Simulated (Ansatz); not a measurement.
**Relaxing the unslipped end of a generalised stacking fault on (112) of a Nb-Li solid solution (54 atoms)**

How does the unslipped end of a generalised stacking fault on (112) of a Nb-Li solid solution (54 atoms) relax, and what do bonds and levels look like afterwards?

Calculated with Ansatz 0.2.0; Kohn-Sham DFT, PBE, PAW (set soft_2), plane waves.

### 1. The starting structure

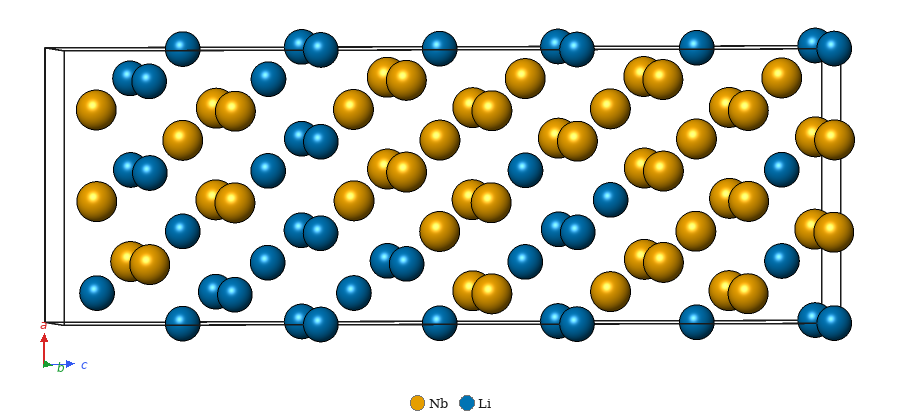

The cell as given, from the side, with the c axis across the page (niobium orange, lithium blue). Some periodic images of atoms are drawn too.

The cell holds 54 atoms: 30 Nb and 24 Li. Its edges and angles: a = 8.820 Å, b = 4.801 Å, c = 25.147 Å, α = 90.0°, β = 90.0°, γ = 90.0°. It derives from Nb and Li. Bcc Nb lattice (a = 3.3949 Å, the value set for the mixture), cell with z along [112], 3 x 1 x 3 periods; the third cell vector is tilted by 0.000 of 1/2<111> (its sense, twinning or antitwinning, isn't checked) and lengthened by 0.2 Å, so the stacking has no slip; displaced by a Gaussian of 0.01 Å; 24 of 54 Nb sites given to Li at random (lattice constant by Vegard's rule between Nb and Li).

Before any run, some limits are plain. The cell is under 6 Å thick along one periodic direction, so every atom has periodic images of itself close by, which move with it and show among its neighbours and in g(r). Atoms were free to move along the slip, so the relaxation can undo part or all of it. The host structure and its lattice constant were typed by rule, without a check against the phase diagram.

### 2. Single point at the start

A single point comes first, to see the forces before anything moves.

File input.yaml:

```yaml
crystal:
  lattice:
    - [8.82021, 0.0, 0.0]
    - [0.0, 4.80111, 0.0]
    - [0.0, 0.0, 25.14732]
  atoms:
    - { symbol: Nb, position: [0.66826, 0.99947, 0.99218] }
    - { symbol: Nb, position: [0.33208, 0.00111, 0.99115] }
    - { symbol: Li, position: [0.00107, 0.00176, 0.9917] }
    - { symbol: Nb, position: [0.77874, 0.49721, 0.05379] }
    - { symbol: Nb, position: [0.44503, 0.50134, 0.05439] }
    - { symbol: Li, position: [0.11184, 0.50079, 0.05474] }
    - { symbol: Li, position: [0.88813, 0.00146, 0.10948] }
    - { symbol: Li, position: [0.55434, 0.00013, 0.11046] }
    - { symbol: Nb, position: [0.22073, 0.99986, 0.11033] }
    - { symbol: Nb, position: [0.66733, 0.49904, 0.16508] }
    - { symbol: Li, position: [0.33584, 0.5014, 0.16508] }
    - { symbol: Li, position: [0.99972, 0.49827, 0.1651] }
    - { symbol: Nb, position: [0.77847, 0.99869, 0.22063] }
    - { symbol: Nb, position: [0.44472, 0.00201, 0.21994] }
    - { symbol: Li, position: [0.11016, 0.99825, 0.21994] }
    - { symbol: Li, position: [0.8893, 0.50004, 0.27551] }
    - { symbol: Li, position: [0.55519, 0.49971, 0.27512] }
    - { symbol: Li, position: [0.2208, 0.50076, 0.27439] }
    - { symbol: Li, position: [0.66646, 0.00071, 0.33064] }
    - { symbol: Li, position: [0.33324, 0.00508, 0.33017] }
    - { symbol: Li, position: [0.00088, 0.99838, 0.3307] }
    - { symbol: Nb, position: [0.77815, 0.50104, 0.38487] }
    - { symbol: Nb, position: [0.44534, 0.49757, 0.3858] }
    - { symbol: Li, position: [0.10959, 0.49898, 0.38556] }
    - { symbol: Nb, position: [0.88938, 0.00098, 0.44071] }
    - { symbol: Nb, position: [0.55522, 0.00081, 0.44102] }
    - { symbol: Li, position: [0.22082, 0.00361, 0.44099] }
    - { symbol: Nb, position: [0.6658, 0.501, 0.49625] }
    - { symbol: Nb, position: [0.33298, 0.4988, 0.49601] }
    - { symbol: Li, position: [0.99872, 0.50142, 0.49596] }
    - { symbol: Nb, position: [0.7779, 0.99869, 0.55094] }
    - { symbol: Nb, position: [0.44291, 0.00473, 0.54988] }
    - { symbol: Nb, position: [0.11092, 0.00037, 0.55086] }
    - { symbol: Nb, position: [0.88908, 0.50211, 0.60604] }
    - { symbol: Li, position: [0.55488, 0.50218, 0.6064] }
    - { symbol: Li, position: [0.22128, 0.50218, 0.60614] }
    - { symbol: Nb, position: [0.66591, 0.99371, 0.6612] }
    - { symbol: Li, position: [0.33403, 0.99922, 0.66148] }
    - { symbol: Li, position: [3.0e-05, 0.00199, 0.66046] }
    - { symbol: Nb, position: [0.77797, 0.49864, 0.71581] }
    - { symbol: Li, position: [0.44631, 0.50163, 0.71604] }
    - { symbol: Nb, position: [0.11221, 0.50192, 0.71598] }
    - { symbol: Nb, position: [0.88983, 0.99908, 0.77107] }
    - { symbol: Nb, position: [0.55636, 0.99828, 0.77183] }
    - { symbol: Nb, position: [0.22377, 0.00102, 0.77176] }
    - { symbol: Nb, position: [0.66734, 0.50165, 0.82658] }
    - { symbol: Nb, position: [0.33126, 0.50277, 0.82574] }
    - { symbol: Li, position: [0.99967, 0.50352, 0.82697] }
    - { symbol: Nb, position: [0.77624, 0.00143, 0.88108] }
    - { symbol: Nb, position: [0.44511, 0.00151, 0.88147] }
    - { symbol: Nb, position: [0.10901, 0.00062, 0.88076] }
    - { symbol: Nb, position: [0.88883, 0.49809, 0.93645] }
    - { symbol: Li, position: [0.55461, 0.50147, 0.93643] }
    - { symbol: Li, position: [0.22223, 0.50072, 0.93671] }
kpoints:
  mp_grid: { grid: [2, 4, 1] }
hamiltonian:
  xc: pbe
scf:
  occupations: { method: fermi_dirac, width: 0.1 }
output:
  forces: true
```

Launch:

```bash
$ ansatz run input.yaml --threads 4 --pin off --max-ram 8192MiB --backend cpu --events-out ev --progress --plain --runs-dir out
```

Numbers of over 12 decimals in the logs are rounded to 6 here.

Output:

```text
Engine: ansatz 0.2.0, aarch64-unknown-linux-gnu
Pseudopotentials: kind: paw
Pseudopotential: Nb, paw, valence charge 13, recommended cutoff 420 eV (normal), Nb.paw.azcp
Pseudopotential: Li, paw, valence charge 3, recommended cutoff 420 eV (normal), Li.paw.azcp
[... 5 lines on functional and potentials left out ...]
Crystal: 54 atoms, lattice volume = 1064.908 Å³
Basis set: ecut = 420 eV, 20757 PW (Γ), exchange–correlation on 120×72×360 points (8 copies of the dense FFT grid, shifted against one another)
Bands: 285, of which v1, the nominal top of the filled ones, is band 231 counted from 1 (230 counted from 0)
Symmetry: 1 space group operations
Space group: P1 (ITA 1), of the structure as read, at distance tolerance 1.0e-4 Å
k-points: 6 of 8 (time reversal used)
[... 5 lines on functional and potentials left out ...]
Initial density: superposition of atomic densities (neutral atoms: chi_scale 0, normalization atom), corrected by the library's trained network
Initial wavefunctions: pseudopotential atomic-orbital guess
Functional: x = pbe(κ = 0.804, μ = 0.219515), c = pbe(β = 0.066725)
SCF iter   1: F=—  HF=-141454.322170 eV  |F-HF|=—  |Δ(HF+E_count)|=         —  Δρ=8.62e-3  dr2=3.24e1  ethr=1.77e-3  ⟨swp⟩=10.3  Hψ=7785  notcnv=0
preconditioner: auto → Kerker (q_TF=auto, 2.374 Å⁻¹)  [metal: Δε(μ)=0.003 eV  Ē_g=2.513 eV  σ=0.100 eV  W_gap=0.01  n_scr=238 (ndim 8)  ℏωp=15.0 eV  f_vac=0.000  D(μ)=65.55/eV (n_scr^D=674)]
SCF iter   2: F=—  HF=-141454.162906 eV  |F-HF|=—  |Δ(HF+E_count)|=   1.59e-1  Δρ=3.69e-3  dr2=5.27e0  ethr=1.77e-3  ⟨swp⟩=1.0  Hψ=1968  notcnv=0
SCF iter   3: F=—  HF=-141454.117295 eV  |F-HF|=—  |Δ(HF+E_count)|=   4.56e-2  Δρ=8.96e-4  dr2=3.15e-2  ethr=1.14e-3  ⟨swp⟩=1.0  Hψ=1710  notcnv=0
SCF iter   4: F=—  HF=-141454.116532 eV  |F-HF|=—  |Δ(HF+E_count)|=   7.63e-4  Δρ=2.62e-4  dr2=3.55e-3  ethr=6.81e-6  ⟨swp⟩=2.0  Hψ=2104  notcnv=0
SCF iter   5: F=—  HF=-141454.116386 eV  |F-HF|=—  |Δ(HF+E_count)|=   1.46e-4  Δρ=8.79e-5  dr2=2.95e-4  ethr=7.69e-7  ⟨swp⟩=1.3  Hψ=1713  notcnv=0
SCF iter   6: F=—  HF=-141454.116366 eV  |F-HF|=—  |Δ(HF+E_count)|=   1.97e-5  Δρ=2.71e-5  dr2=2.82e-5  ethr=6.39e-8  ⟨swp⟩=2.0  Hψ=2122  notcnv=0
SCF iter   7: F=—  HF=-141454.116190 eV  |F-HF|=—  |Δ(HF+E_count)|=   1.76e-4  Δρ=9.76e-6  dr2=3.33e-6  ethr=6.11e-9  ⟨swp⟩=2.0  Hψ=3031  notcnv=0
SCF iter   8: F=—  HF=-141454.116190 eV  |F-HF|=—  |Δ(HF+E_count)|=   1.80e-7  Δρ=3.11e-6  dr2=3.52e-7  ethr=7.21e-10  ⟨swp⟩=2.0  Hψ=2192  notcnv=0
SCF iter   9: F=-141454.116190 eV  HF=-141454.116190 eV  |F-HF|=3.08e-8  |Δ(HF+E_count)|=   2.47e-8  Δρ=1.04e-6  dr2=4.06e-8  ethr=2.16e-11  ⟨swp⟩=3.3  Hψ=4263  notcnv=0
SCF 1 converged in 9 iterations: F = -141454.116190 eV  dr2 = 4.06e-8
  greatest PAW one-centre occupation: 1.000 electrons in one spin orbital (limit 2), on the Li atom at site 47 (counted from 0), in its partial waves of l = 0
SCF converged after 9 iterations
Free energy (F): -141454.116190 eV
Harris-Foulkes:  -141454.116190 eV  (|F-HF|=3.08e-8)
Internal energy: -141451.993745 eV  (E = F + TS)
E sigma→0 (E₀):  -141453.054967 eV
Entropy (-TS):   -2.122445 eV (-39.305 meV/atom)
Fermi energy:    9.209354 eV
--- Per-component energies (eV) ---
  E_band       = -6983.973700
  E_kinetic    = 12199.467929
  E_local      = -53646.954287  (includes V_loc(G=0)·N_el)
  E_nonlocal   = 2819.670041
  E_hartree    = 20888.951569
  E_xc         = -5440.043462
  E_vxc        = -6607.779547  (∫ρ·V_xc dr)
  E_paw        = -92704.208470  (= ΣΔE_a)
  E_vpaw       = -3526.264860  (= ΣTr[D̂ρ^β])
  E_aug_tail   = 0.000572  (compensation charges beyond the density's cutoff)
  E_ewald      = -25568.877636
  E_smearing   = -2.122445  (= −TS)
  E_closure    = 0.000000  (closes the sum)
  Σ components = -141454.116190   (vs F -141454.116190, Δ=0.00e0)
--- Forces (eV/Å), atoms counted from 1 ---
  atom   1  Nb    -0.58643976     0.01959904     0.14029754
  atom   2  Nb     0.89854397    -0.00577037     1.23544787
  atom   3  Li    -0.12434220    -0.03001219     0.38022186
  atom   4  Nb    -1.19847939     0.04946590    -0.91789037
  atom   5  Nb     0.53397338    -0.01636045    -0.33248947
  atom   6  Li     0.12222095    -0.00616403    -0.36622971
  atom   7  Li    -0.27395579    -0.04077638    -0.01547743
  atom   8  Li     0.26112061     0.00048518    -0.24664518
  atom   9  Nb     1.80381049     0.01965387    -0.82784978
  atom  10  Nb    -0.51698911    -0.01059608     0.30553163
  atom  11  Li    -0.23658850    -0.00511685     0.06444283
  atom  12  Li     0.05559791     0.00999466    -0.11296813
  atom  13  Nb    -2.03052191     0.01925060    -1.04567292
  atom  14  Nb     1.73802255    -0.01156498    -1.29668635
[...]
atom  53  Li    -0.13916367    -0.01136890     0.26922749
  atom  54  Li     0.25188421     0.00117843     0.16343016
  max |Σ_I F_I| component: 5.76e-5 eV/Å
```

The job ended after 52 s (4 threads of Arm Neoverse V2, shared host; peak memory 4.7 GiB; 3 min of CPU time).

In the SCF lines HF is the Harris–Foulkes energy and dr2 the Hartree energy of the density residual, in eV; the loop may stop once dr2 is under the threshold and the program's other checks hold. Hψ counts applications of the Hamiltonian.

The run gave:

```yaml
free_energy: -141454.1162 eV
free_energy_per_atom: -2619.5207 eV/atom
scf_cycles: 9
r_m_s_force_component: 0.4993 eV/Å
longest_force: 2.424 eV/Å
fermi_energy: 9.209 eV
```

The r.m.s. force component of 0.50 eV/Å sets the starting point.

Length of the force by element:

```csv
element,coordination,atoms,mean length of the force (eV/Å),spread,least,most
Li,all,24,0.237,0.0928,0.084,0.401
Nb,all,30,0.911,0.681,0.133,2.42
```

(Part 1 of 3 ends here.)

[Logs are printed without paths, hosts, clocks, repeated set-up lines and the standing remarks that a program may print on its own settings, such as how far it seeks lower states.]

[Hosts, paths, dates, database ids (printed as entryN), source tags and the programs' standing remarks are cut or masked in the printed files.]
